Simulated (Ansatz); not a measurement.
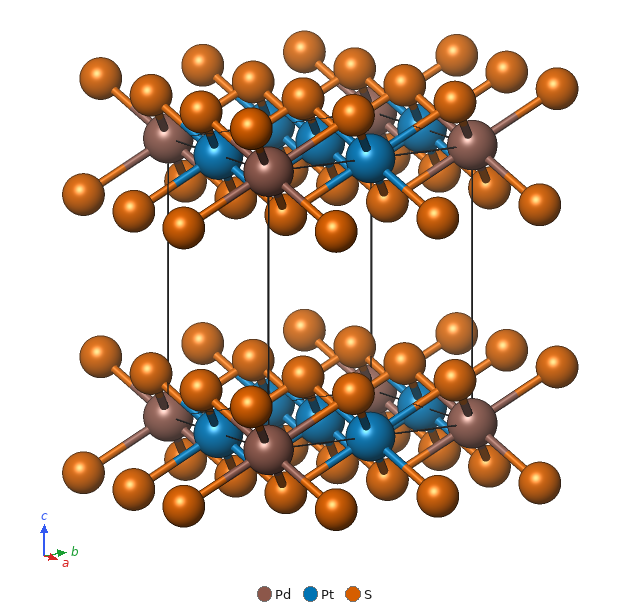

This ball-and-stick model is shown slightly off an axis. The lines enclose the conventional unit cell; boundary atoms appear with their images. Every bond is drawn to its end, so some atoms lie outside the box.

PdPt₃S₈, space group P-3m1 (No. 164), a = 7.144 Å, b = 7.144 Å, c = 6.460 Å, α = 90.00°, β = 90.00°, γ = 120.00°. Provenance: a structure type filled with these elements by a generator (whether the compound takes this form wasn't checked). Earlier steps of the study, as a rule a relaxation of our own, may have changed the cell and positions, so they can lie some per cent off the listed ones. It was the input of a calculation with Ansatz.

This one geometry was computed with Ansatz (DFT, plane waves, PAW) at three levels of theory: r2SCAN, PBE and PBEsol.

Which level gives the highest pressure at this volume, and what does that say about its equilibrium volume?

Highest: PBE (0.0 GPa), which points to the largest equilibrium volume. Lowest, with the smallest volume: PBEsol (-3.5 GPa). Levels within 0.5 GPa of each other can't be told apart.

How does the band gap change with the level of theory?

PBEsol: a gap of 1.05 eV, indirect; PBE: a gap of 1.08 eV, indirect; r2SCAN: a gap of 1.23 eV, indirect.

Collect the results in a table.

| level | cutoff (eV) | k-mesh of the run's cell | gap (eV) | pressure (GPa) |
| --- | --- | --- | --- | --- |
| r2SCAN | 500 | 6×6×4 | 1.23 | -1.9 |
| PBE | 420 | 6×6×4 | 1.08 | 0.0 |
| PBEsol | 420 | 6×6×4 | 1.05 | -3.5 |

Gaps are taken on the k-mesh or band path of each run.
